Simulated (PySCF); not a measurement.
Molecule: SMILES C[Si]([O][GeH3])(OC)OC (C3H12GeO3Si). Atoms near the plane z = 0.0 Å, at the GFN2-xTB optimised geometry (x, y, z in Å): Si1 (-0.3, 0.0, 0.1), O5 (-1.2, -1.4, 0.0), C6 (-2.6, -1.5, 0.0), O7 (1.2, -0.5, 0.0), Ge8 (1.5, -2.2, 0.0), H14 (-0.6, 2.9, -1.0), H15 (-3.0, -1.2, 0.9), H16 (-2.8, -2.5, -0.2), H17 (-3.0, -0.9, -0.8), H19 (3.0, -2.2, 0.0).

Method: PBE0/def2-SVP in PySCF. Cells within 0.4 Å of a nucleus heavier than hydrogen are left out (blank, or x). The values are rescaled to run from 0 to 1.

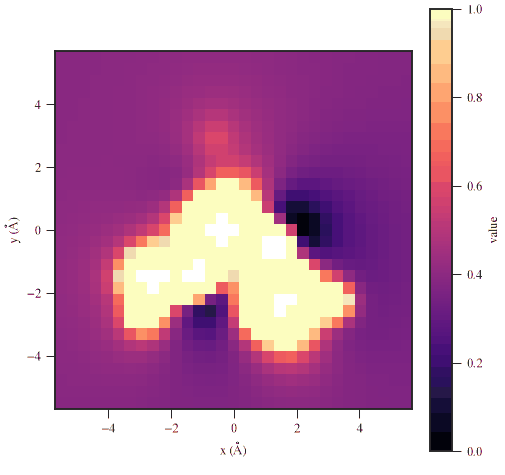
a field on the plane z = 0.0 Å.

Task: Which quantity is mapped?
A. log10 of the electron density
B. electrostatic potential
C. electron localisation function
D. Laplacian of the electron density

Result: B, electrostatic potential. In full: electrostatic potential (hartree/e), clipped to [-0.08, 0.12].
